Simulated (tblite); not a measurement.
**C4H12Si4: geometry relaxation (part 1 of 4)**

C4H12Si4, computed with GFN2-xTB geometry optimisation, gas phase (tblite 0.8.0).

It belongs to a series of runs on one base structure; here: H on Si replaced by propynyl.

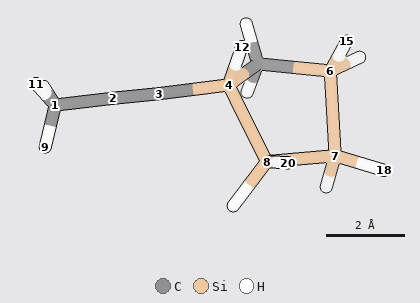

*The starting structure (stick view, seen at an oblique angle; atoms are numbered from 1 in the order of the input).*

Bond lengths as drawn: C–C 1.20 to 1.49 Å, C–H 1.09 to 1.12 Å, C–Si 1.83 to 1.89 Å, H–Si 1.44 to 1.49 Å and Si–Si 2.23 to 2.26 Å.

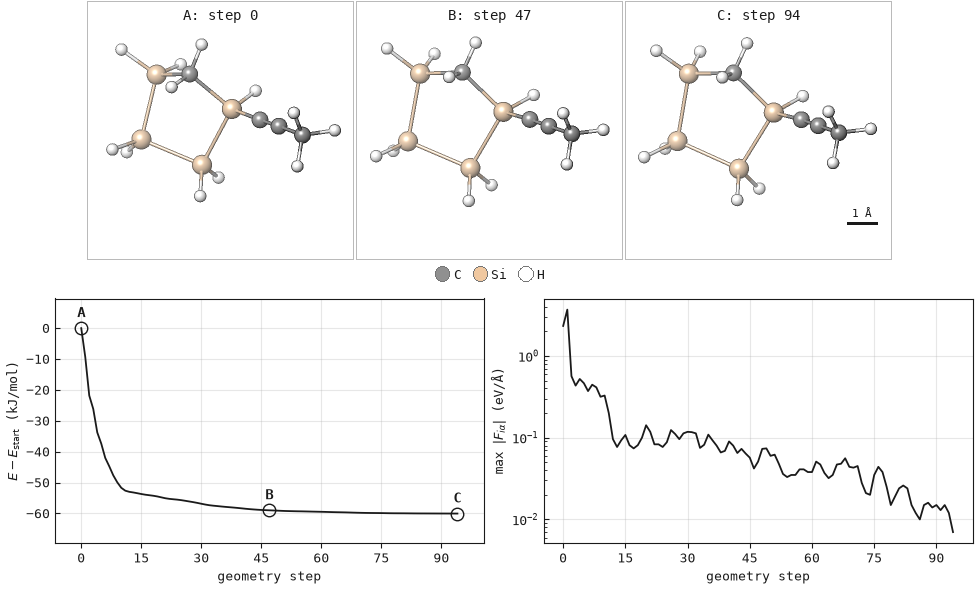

*Frames of the relaxation (ball-and-stick view, seen at a tilt) above the curves, on which the letters mark them (steps are counted from 0).*

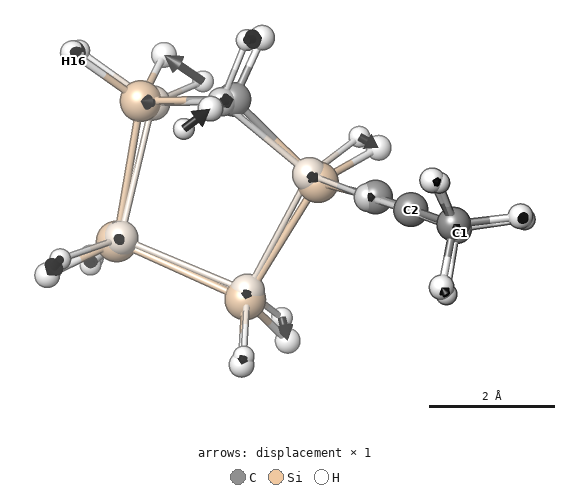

*Start (faint) and end (solid) with the displacements as black arrows, at true length (ball-and-stick view, seen at a tilt). The two geometries are laid on each other by the best rigid fit.*

H15 moves most after the best rigid fit: 0.77 Å. By element the largest moves are H 0.77 Å, Si 0.27 Å, C 0.26 Å. Among the contacts that change: Si6–Si7 2.235 → 2.325 Å, Si7–Si8 2.253 → 2.334 Å, Si4–Si8 2.256 → 2.332 Å, C1–C2 1.495 → 1.447 Å. Among the angles that change: H19–Si8–H20 114.4° → 103.3°, Si4–C5–Si6 105.3° → 115.9°, H13–C5–H14 114.4° → 105.4°. After 94 geometry steps the energy has fallen by 60.0 kJ/mol. Largest force component: 2.3 eV/Å at the start, 0.007 eV/Å at the end. (Atoms are counted from 1 in the order of the input.)

These pictures come from the run below.

Input
```
{"job": {"kind": "relax", "xc": "GFN2-xTB", "basis": "xTB"}, "charge": 0, "multiplicity": 1}
C      4.424400    -0.184200     0.063400
C      2.968500    -0.131800    -0.270400
C      1.800400    -0.114400    -0.530200
Si     0.025600    -0.059600    -0.964100
C     -0.746900     1.510900    -0.282200
Si    -2.612700     1.261600    -0.444700
Si    -2.872600    -0.583300     0.789700
Si    -1.076200    -1.736300     0.067500
H      4.606800    -0.970400     0.822100
H      4.729800     0.830700     0.399700
H      4.986200    -0.418500    -0.878500
H     -0.216200    -0.087700    -2.386700
H     -0.384400     2.368700    -0.851100
H     -0.548900     1.565400     0.802200
H     -2.941000     0.941200    -1.853300
H     -3.381500     2.386300     0.072900
H     -2.742800    -0.251700     2.235800
H     -4.131000    -1.293300     0.509800
H     -0.309200    -2.309700     1.170200
H     -1.583400    -2.713200    -0.884900
```

The first line tells a small driver script what to run in tblite; the rest is the geometry in Å.

Launched with:
```bash
OMP_NUM_THREADS=1 python <driver script> task.json out
```

Log
```
step      E/eV     max force
  0    -583.92980    2.400
  1    -584.02625    3.745
  2    -584.15610    0.760
  3    -584.20104    0.472
  4    -584.27974    0.733
  5    -584.31736    0.634
  6    -584.36548    0.422
  7    -584.39353    0.473
  8    -584.42385    0.428
  9    -584.44722    0.383
 10    -584.46563    0.345
 11    -584.47531    0.200
 12    -584.47916    0.102
 13    -584.48127    0.092
 14    -584.48380    0.103
 15    -584.48647    0.125
 16    -584.48878    0.096
 17    -584.49055    0.090
 18    -584.49232    0.094
 19    -584.49465    0.117
 20    -584.49768    0.151
 21    -584.50065    0.136
 22    -584.50274    0.096
 23    -584.50410    0.087
 24    -584.50539    0.086
 25    -584.50713    0.098
 26    -584.50929    0.146
 27    -584.51156    0.140
 28    -584.51382    0.108
 29    -584.51636    0.139
 30    -584.51918    0.140
 31    -584.52186    0.140
 32    -584.52410    0.124
 33    -584.52569    0.086
 34    -584.52699    0.092
 35    -584.52837    0.118
 36    -584.52963    0.117
 37    -584.53076    0.107
 38    -584.53190    0.082
 39    -584.53314    0.097
 40    -584.53450    0.121
 41    -584.53592    0.113
 42    -584.53717    0.089
 43    -584.53822    0.101
 44    -584.53918    0.080
 45    -584.54001    0.067
 46    -584.54067    0.055
 47    -584.54122    0.053
 48    -584.54174    0.074
 49    -584.54232    0.075
 50    -584.54295    0.070
 51    -584.54348    0.066
 52    -584.54385    0.062
 53    -584.54417    0.041
 54    -584.54446    0.036
 55    -584.54468    0.043
 56    -584.54497    0.046
 57    -584.54528    0.045
 58    -584.54561    0.045
 59    -584.54590    0.043
 60    -584.54620    0.050
 61    -584.54655    0.054
 62    -584.54696    0.051
 63    -584.54734    0.050
 64    -584.54764    0.041
 65    -584.54788    0.041
 66    -584.54817    0.049
 67    -584.54855    0.051
 68    -584.54897    0.059
 69    -584.54936    0.048
 70    -584.54967    0.046
 71    -584.54993    0.053
 72    -584.55013    0.040
 73    -584.55026    0.026
 74    -584.55037    0.024
 75    -584.55053    0.040
 76    -584.55075    0.057
 77    -584.55099    0.054
 78    -584.55114    0.031
 79    -584.55121    0.017
 80    -584.55126    0.024
 81    -584.55134    0.029
 82    -584.55147    0.031
 83    -584.55160    0.027
 84    -584.55169    0.019
 85    -584.55174    0.014
 86    -584.55178    0.014
 87    -584.55182    0.018
 88    -584.55188    0.018
 89    -584.55193    0.017
 90    -584.55197    0.018
 91    -584.55201    0.014
 92    -584.55205    0.016
 93    -584.55209    0.014
 94    -584.55211    0.009
```

Trajectory as extended XYZ (Å, eV, eV/Å), 40 of the 95 frames kept, from step=0 to step=94
```
20
Properties=species:S:1:pos:R:3:forces:R:3 step=0 energy=-583.92980
C     4.4244   -0.1842    0.0634   -0.8770   0.2020  -0.7690
C     2.9685   -0.1318   -0.2704    2.3290  -0.1730   0.5520
C     1.8004   -0.1144   -0.5302   -0.3570   0.1690  -0.2880
Si    0.0256   -0.0596   -0.9641    0.6310  -0.2030  -0.1200
C    -0.7469    1.5109   -0.2822   -0.2150   0.2010   0.0610
Si   -2.6127    1.2616   -0.4447   -0.5450   0.7950  -0.5520
Si   -2.8726   -0.5833    0.7897   -0.9490  -0.5710   1.1730
Si   -1.0762   -1.7363    0.0675    0.1470  -0.8270   0.3300
H     4.6068   -0.9704    0.8221   -0.0350   0.6270  -0.4150
H     4.7298    0.8307    0.3997   -0.0940  -0.8020   0.0030
H     4.9862   -0.4185   -0.8785   -0.4290   0.1030   0.8430
H    -0.2162   -0.0877   -2.3867    0.1530   0.0950  -0.6230
H    -0.3844    2.3687   -0.8511    0.0230   0.0950   0.5680
H    -0.5489    1.5654    0.8022    0.2570   0.4640  -0.5680
H    -2.9410    0.9412   -1.8533   -0.0110   0.3220   0.1340
H    -3.3815    2.3863    0.0729   -0.0060   0.3050  -0.2050
H    -2.7428   -0.2517    2.2358   -0.2780  -0.1750  -0.2750
H    -4.1310   -1.2933    0.5098    0.0080   0.0930   0.2820
H    -0.3092   -2.3097    1.1702    0.0590  -0.3250  -0.0930
H    -1.5834   -2.7132   -0.8849    0.1880  -0.3930  -0.0370
20
Properties=species:S:1:pos:R:3:forces:R:3 step=2 energy=-584.15610
C     4.4007   -0.1779    0.0398    0.4940  -0.1130   0.5660
C     3.0037   -0.1372   -0.2620    0.0360  -0.0360  -0.0610
C     1.8343   -0.1084   -0.5311   -0.5120   0.1600  -0.3220
Si    0.0454   -0.0676   -0.9696    0.3590  -0.1370   0.0330
C    -0.7563    1.5165   -0.2819   -0.2080  -0.2930  -0.3600
Si   -2.6331    1.2882   -0.4628   -0.0860  -0.3340   0.3470
Si   -2.9060   -0.6028    0.8309    0.2080   0.1590  -0.3210
Si   -1.0726   -1.7658    0.0798   -0.2850   0.0910   0.0440
H     4.6055   -0.9453    0.8054   -0.0410   0.3150  -0.2180
H     4.7267    0.8005    0.4001    0.0260  -0.0870   0.0920
H     4.9711   -0.4152   -0.8484    0.1230  -0.1040  -0.2400
H    -0.2096   -0.0838   -2.4107    0.2350   0.0820  -0.2250
H    -0.3831    2.3735   -0.8288    0.0750   0.2540   0.2710
H    -0.5383    1.5843    0.7811    0.2020   0.3510  -0.0630
H    -2.9419    0.9543   -1.8494   -0.1050   0.2570  -0.1910
H    -3.3828    2.4004    0.0649   -0.1830   0.5440  -0.1090
H    -2.7543   -0.2585    2.2275   -0.2540  -0.0400   0.4160
H    -4.1331   -1.2908    0.5212   -0.4850  -0.1910   0.2160
H    -0.3059   -2.3241    1.1676    0.2280  -0.4710   0.1500
H    -1.5756   -2.7297   -0.8864    0.1730  -0.4060  -0.0250
20
Properties=species:S:1:pos:R:3:forces:R:3 step=5 energy=-584.31736
C     4.4177   -0.1770    0.0480   -0.1210   0.0590  -0.3200
C     3.0133   -0.1435   -0.2662    0.0340   0.0570  -0.0420
C     1.8476   -0.0871   -0.5578    0.1190   0.0750  -0.1220
Si    0.0712   -0.0876   -0.9805   -0.4640   0.0100  -0.1650
C    -0.7723    1.4991   -0.3087    0.1960   0.1840   0.1560
Si   -2.6625    1.2834   -0.4421   -0.0600   0.2920  -0.0250
Si   -2.9189   -0.6048    0.8331   -0.2570  -0.1250   0.1440
Si   -1.0904   -1.7826    0.0942    0.1920  -0.1540   0.0100
H     4.6078   -0.9200    0.7963    0.1460  -0.4390   0.4340
H     4.7336    0.7860    0.4159    0.1590   0.3540   0.1120
H     4.9748   -0.4231   -0.8504    0.1500  -0.0160  -0.1140
H    -0.1749   -0.0725   -2.4439    0.2650   0.0170   0.1100
H    -0.3797    2.3977   -0.7878   -0.1620  -0.0890  -0.1430
H    -0.5135    1.6297    0.7508   -0.0480  -0.1110  -0.1360
H    -2.9547    0.9943   -1.8622   -0.0850   0.2310   0.1240
H    -3.3979    2.4625    0.0423    0.0920   0.0360  -0.2150
H    -2.7928   -0.2701    2.2611   -0.2300  -0.1190  -0.0230
H    -4.1806   -1.3054    0.5570   -0.0280   0.0490   0.2490
H    -0.2847   -2.3839    1.1737   -0.1010  -0.1790  -0.2160
H    -1.5481   -2.7842   -0.8857    0.2050  -0.1350   0.1830
20
Properties=species:S:1:pos:R:3:forces:R:3 step=7 energy=-584.39353
C     4.4289   -0.1745    0.0430    0.0240  -0.0720   0.1540
C     3.0202   -0.1430   -0.2737   -0.0270   0.1090  -0.0730
C     1.8589   -0.0666   -0.5877   -0.0060  -0.0150  -0.0730
Si    0.0620   -0.0998   -0.9963   -0.1060   0.1540   0.1120
C    -0.7740    1.4983   -0.3193   -0.0710   0.1270   0.0900
Si   -2.6842    1.2993   -0.4285    0.1940   0.1950  -0.0660
Si   -2.9441   -0.6142    0.8435   -0.0790  -0.0640   0.0940
Si   -1.0915   -1.8045    0.1046    0.0830  -0.0320  -0.0380
H     4.6182   -0.9266    0.8133    0.0200   0.0080  -0.0970
H     4.7484    0.7957    0.4322    0.0200  -0.0720  -0.1450
H     4.9887   -0.4294   -0.8598    0.0510   0.0820   0.1410
H    -0.1305   -0.0633   -2.4615    0.1690  -0.0180   0.0500
H    -0.3888    2.4097   -0.7722   -0.1420  -0.0760  -0.4450
H    -0.4984    1.6530    0.7241   -0.0510  -0.2910   0.2150
H    -2.9706    1.0406   -1.8618   -0.0810   0.1710   0.2060
H    -3.4027    2.5110    0.0105    0.1160  -0.0570  -0.1450
H    -2.8380   -0.2875    2.2838   -0.1780  -0.1240  -0.1490
H    -4.2182   -1.3129    0.6012    0.0400   0.0710   0.1830
H    -0.2765   -2.4408    1.1627   -0.1340  -0.0620  -0.2180
H    -1.5129   -2.8336   -0.8710    0.1560  -0.0330   0.2050
20
Properties=species:S:1:pos:R:3:forces:R:3 step=10 energy=-584.46563
C     4.4364   -0.1777    0.0504   -0.0830   0.0180   0.0030
C     3.0237   -0.1281   -0.2891    0.0240   0.0250   0.0050
C     1.8649   -0.0517   -0.6219   -0.0080  -0.0390   0.0660
Si    0.0453   -0.0901   -0.9946    0.3280   0.0500   0.0960
C    -0.7807    1.5121   -0.3171    0.0010  -0.0720  -0.0240
Si   -2.6800    1.3275   -0.4169   -0.0310  -0.2070   0.1400
Si   -2.9672   -0.6246    0.8526    0.1610   0.1060  -0.1950
Si   -1.0870   -1.8177    0.1068   -0.1390   0.2050  -0.0430
H     4.6295   -0.9363    0.8196   -0.1040   0.1510  -0.1930
H     4.7645    0.7970    0.4283   -0.0480  -0.1610  -0.0740
H     5.0085   -0.4245   -0.8489   -0.0120   0.0270   0.1480
H    -0.0691   -0.0579   -2.4669    0.0310  -0.0150   0.0410
H    -0.4163    2.4079   -0.8178   -0.0460  -0.0840  -0.1240
H    -0.4928    1.6355    0.7281   -0.0010  -0.0210   0.0490
H    -2.9964    1.1033   -1.8376   -0.0620   0.0420  -0.0090
H    -3.3917    2.5491   -0.0347    0.0380   0.0870   0.0390
H    -2.9012   -0.3187    2.2891   -0.0560  -0.0390   0.0270
H    -4.2488   -1.3114    0.6636   -0.0370   0.0090   0.0290
H    -0.2846   -2.4999    1.1271    0.0230  -0.0240   0.0200
H    -1.4621   -2.8829   -0.8328    0.0220  -0.0590  -0.0020
20
Properties=species:S:1:pos:R:3:forces:R:3 step=12 energy=-584.47916
C     4.4315   -0.1773    0.0503   -0.0110   0.0390  -0.0810
C     3.0251   -0.1237   -0.2913    0.0320  -0.0020   0.0130
C     1.8671   -0.0525   -0.6222    0.0330  -0.0060   0.0740
Si    0.0571   -0.0845   -0.9888    0.0610  -0.0250  -0.0170
C    -0.7811    1.5116   -0.3159    0.0320  -0.0960  -0.0120
Si   -2.6794    1.3236   -0.4097   -0.0840  -0.0310   0.0340
Si   -2.9637   -0.6216    0.8456   -0.0210   0.0110  -0.0220
Si   -1.0913   -1.8094    0.1041    0.0170   0.0300  -0.0300
H     4.6255   -0.9318    0.8113   -0.0900  -0.0280   0.0170
H     4.7644    0.7899    0.4228   -0.0090   0.0590   0.0390
H     5.0111   -0.4216   -0.8386    0.0370  -0.0280  -0.0430
H    -0.0583   -0.0585   -2.4634    0.0300  -0.0110   0.0690
H    -0.4242    2.4011   -0.8354   -0.0380  -0.0840   0.0120
H    -0.4933    1.6284    0.7329    0.0070   0.0720  -0.0710
H    -3.0037    1.1145   -1.8322   -0.0470   0.0170   0.0010
H    -3.3860    2.5560   -0.0393    0.0650   0.0300   0.0550
H    -2.9133   -0.3260    2.2881   -0.0210  -0.0280  -0.0150
H    -4.2524   -1.3091    0.6742    0.0230   0.0370  -0.0050
H    -0.2870   -2.5073    1.1205   -0.0240   0.0460  -0.0110
H    -1.4533   -2.8911   -0.8257    0.0080  -0.0020  -0.0060
20
Properties=species:S:1:pos:R:3:forces:R:3 step=14 energy=-584.48380
C     4.4307   -0.1748    0.0464    0.0930   0.0030   0.0140
C     3.0277   -0.1228   -0.2910    0.0360   0.0130  -0.0170
C     1.8694   -0.0534   -0.6162    0.0070   0.0060   0.0470
Si    0.0662   -0.0852   -0.9875   -0.0890  -0.0510   0.0060
C    -0.7803    1.5039   -0.3172   -0.0580  -0.0350  -0.0060
Si   -2.6846    1.3193   -0.4055    0.0140   0.0760  -0.0500
Si   -2.9632   -0.6198    0.8418   -0.0500  -0.0490   0.0690
Si   -1.0919   -1.8045    0.1009    0.0570  -0.0530  -0.0280
H     4.6171   -0.9306    0.8083   -0.0520  -0.0300   0.0260
H     4.7631    0.7907    0.4236    0.0040   0.0590   0.0230
H     5.0139   -0.4228   -0.8387    0.0330  -0.0140  -0.0570
H    -0.0543   -0.0595   -2.4581    0.0370  -0.0120   0.0090
H    -0.4285    2.3933   -0.8389   -0.0340  -0.0600  -0.0170
H    -0.4927    1.6323    0.7297    0.0120   0.0440  -0.0410
H    -3.0088    1.1177   -1.8310   -0.0440   0.0150   0.0330
H    -3.3799    2.5600   -0.0353    0.0720   0.0020   0.0530
H    -2.9171   -0.3295    2.2868   -0.0100  -0.0240  -0.0320
H    -4.2517   -1.3060    0.6755    0.0030   0.0220  -0.0200
H    -0.2890   -2.5050    1.1189   -0.0390   0.0610  -0.0190
H    -1.4513   -2.8927   -0.8250    0.0080   0.0260   0.0060
20
Properties=species:S:1:pos:R:3:forces:R:3 step=17 energy=-584.49055
C     4.4400   -0.1706    0.0425    0.0060  -0.0140   0.0380
C     3.0368   -0.1174   -0.2953    0.0110   0.0310  -0.0500
C     1.8738   -0.0527   -0.6039   -0.0300   0.0060   0.0240
Si    0.0709   -0.0918   -0.9832   -0.0230  -0.0190   0.0270
C    -0.7867    1.4898   -0.3201   -0.0340   0.0480  -0.0110
Si   -2.6911    1.3218   -0.4015    0.0290   0.0050  -0.0020
Si   -2.9675   -0.6228    0.8416    0.0230  -0.0230  -0.0090
Si   -1.0892   -1.8029    0.0931   -0.0610  -0.0450   0.0220
H     4.5996   -0.9323    0.8066    0.0520   0.0220  -0.0030
H     4.7641    0.7975    0.4267    0.0420  -0.0430  -0.0180
H     5.0246   -0.4251   -0.8425    0.0100   0.0290   0.0420
H    -0.0362   -0.0624   -2.4507    0.0250  -0.0180  -0.0610
H    -0.4425    2.3732   -0.8529    0.0020   0.0060  -0.0740
H    -0.4898    1.6420    0.7199   -0.0040  -0.0030   0.0070
H    -3.0265    1.1317   -1.8238   -0.0460   0.0040  -0.0010
H    -3.3598    2.5727   -0.0257    0.0410   0.0250   0.0690
H    -2.9310   -0.3412    2.2841    0.0200   0.0000   0.0420
H    -4.2564   -1.2996    0.6806   -0.0640  -0.0300  -0.0550
H    -0.2962   -2.5006    1.1126    0.0220   0.0230   0.0610
H    -1.4420   -2.8986   -0.8207   -0.0190  -0.0070  -0.0490
20
Properties=species:S:1:pos:R:3:forces:R:3 step=19 energy=-584.49465
C     4.4465   -0.1693    0.0430   -0.1000   0.0150  -0.0480
C     3.0430   -0.1110   -0.3027   -0.0380   0.0170  -0.0150
C     1.8743   -0.0518   -0.5934   -0.0140   0.0020   0.0110
Si    0.0692   -0.0979   -0.9785    0.0600   0.0370  -0.0430
C    -0.7937    1.4862   -0.3225    0.1000   0.0150  -0.0330
Si   -2.6920    1.3252   -0.4004   -0.0680  -0.0660   0.0680
Si   -2.9691   -0.6276    0.8421   -0.0340   0.0200  -0.0450
Si   -1.0922   -1.8074    0.0904   -0.0790  -0.0110   0.0510
H     4.5942   -0.9323    0.8065    0.0790   0.0100   0.0140
H     4.7690    0.7986    0.4272    0.0580  -0.0390   0.0000
H     5.0321   -0.4237   -0.8414    0.0190   0.0200   0.0600
H    -0.0232   -0.0662   -2.4515    0.0190  -0.0220   0.0120
H    -0.4508    2.3613   -0.8687    0.0190   0.0360  -0.0620
H    -0.4887    1.6475    0.7143   -0.0210   0.0030  -0.0130
H    -3.0416    1.1399   -1.8189   -0.0420   0.0070  -0.0130
H    -3.3430    2.5815   -0.0124    0.0220   0.0210   0.0640
H    -2.9366   -0.3481    2.2855    0.0250  -0.0040   0.0330
H    -4.2644   -1.2981    0.6773   -0.0160  -0.0130  -0.0500
H    -0.2992   -2.4941    1.1147    0.0370  -0.0050   0.0780
H    -1.4389   -2.9016   -0.8232   -0.0280  -0.0420  -0.0690
20
Properties=species:S:1:pos:R:3:forces:R:3 step=22 energy=-584.50274
C     4.4507   -0.1652    0.0407   -0.0160   0.0190  -0.0230
C     3.0512   -0.0969   -0.3177   -0.0420  -0.0230   0.0830
C     1.8729   -0.0500   -0.5695    0.0030   0.0020  -0.0440
Si    0.0719   -0.1079   -0.9744   -0.0010   0.0100  -0.0380
C    -0.7978    1.4793   -0.3343    0.0450  -0.0100  -0.0640
Si   -2.7011    1.3250   -0.3914   -0.0020  -0.0090   0.0410
Si   -2.9793   -0.6355    0.8405   -0.0830   0.0360   0.0050
Si   -1.1066   -1.8194    0.0909    0.0310   0.0180   0.0050
H     4.5922   -0.9287    0.8061    0.0350   0.0070  -0.0060
H     4.7857    0.7958    0.4289    0.0130   0.0190   0.0200
H     5.0496   -0.4191   -0.8331    0.0080  -0.0170  -0.0100
H     0.0040   -0.0776   -2.4519    0.0100  -0.0270   0.0600
H    -0.4639    2.3419   -0.9066    0.0210   0.0390  -0.0030
H    -0.4888    1.6617    0.6989   -0.0090   0.0090  -0.0680
H    -3.0781    1.1556   -1.8093   -0.0220   0.0270   0.0670
H    -3.3048    2.5997    0.0269    0.0040  -0.0540   0.0270
H    -2.9422   -0.3626    2.2902    0.0050  -0.0290  -0.0530
H    -4.2813   -1.2967    0.6604    0.0340   0.0090  -0.0200
H    -0.3013   -2.4781    1.1304   -0.0290  -0.0170   0.0020
H    -1.4383   -2.9107   -0.8384   -0.0040  -0.0070   0.0200
```
